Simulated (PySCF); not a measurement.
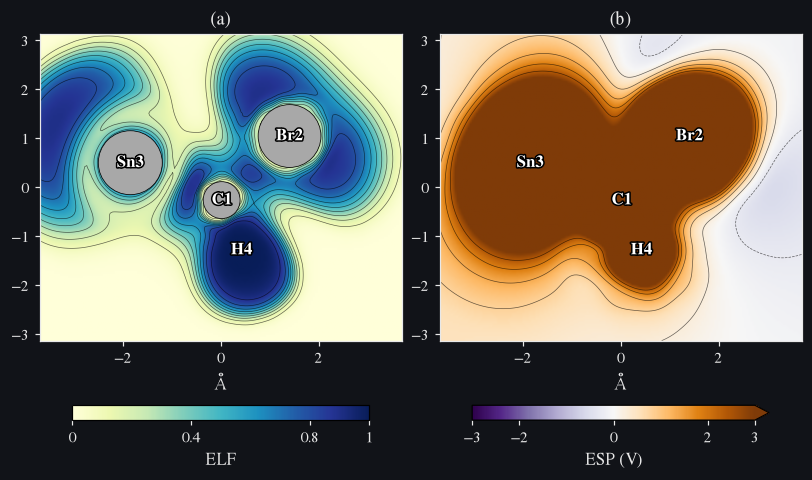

*CHBrSn (SMILES Br[CH]=[Sn]). (a) ELF; (b) electrostatic potential on the molecular plane. Grey discs cover the atomic cores in the ELF map.*

Geometry: PBE0-D3(BJ)/def2-SVP; core potentials replace the inner electrons of Sn.

These are results of Gaussian-basis quantum chemistry of an isolated molecule with PySCF, energy and nuclear gradient, functional PBE0 in PySCF 2.14.0, not measurements.

Question: Interpret the plot.

Answer: Atoms in the plane: C, Br, Sn and H. C–Br (1.91 Å): the ELF peaks at about 0.85 between the atoms: a covalent bond. C–Sn (2.02 Å): the ELF peaks at about 0.90 in the valence shell of C, 0.6 Å from its nucleus, and drops to about 0.20 between the two atoms. C–H (1.10 Å): the ELF climbs to about 1 towards the hydrogen, as it does in any bond to H (an ordinary covalent bond to hydrogen). The ELF also peaks beside Br2, away from the bonds: lone-pair regions. Outside the dense part of the molecule the potential is most negative (−0.6 V) near Br2.
